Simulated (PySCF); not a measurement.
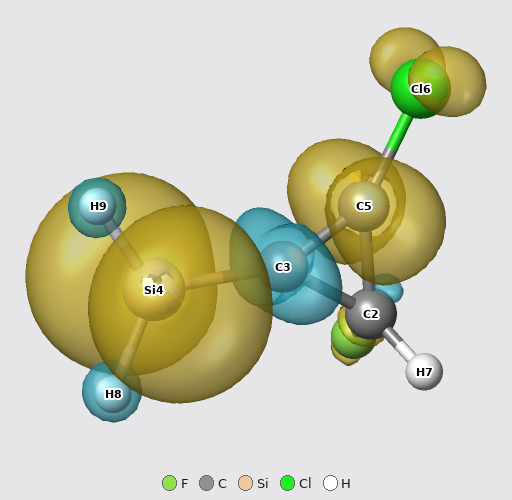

The picture shows: C₃H₃ClFSi (doublet). Isosurfaces of the spin density at +0.015 (yellow) and −0.015 e/Å³ (cyan), seen at a tilt.

Geometry: GFN2-xTB.

Theory: UKS B3LYP, pcH-1 on C Cl F H Si, non-relativistic, mean-field spin-orbit, GIAO (PySCF 2.14.0, density-fitted response routines).

```xyz
9

F    -1.1295   -1.9779    0.2224
C    -1.1048   -0.7029   -0.3200
C     0.0711    0.1853    0.0070
Si    1.8462    0.3886   -0.1836
C    -1.1191    0.4510    0.5727
Cl   -2.0438    1.3821    1.6176
H    -1.5790   -0.7471   -1.2951
H     2.5438   -0.4419   -1.1400
H     2.5287    1.4690    0.4939
```

### Which atoms carry the spin?

The unpaired spin (1 electron) lies mostly on Si4 (about 0.7) and C5 (about 0.2), in electrons by Hirshfeld's partition.
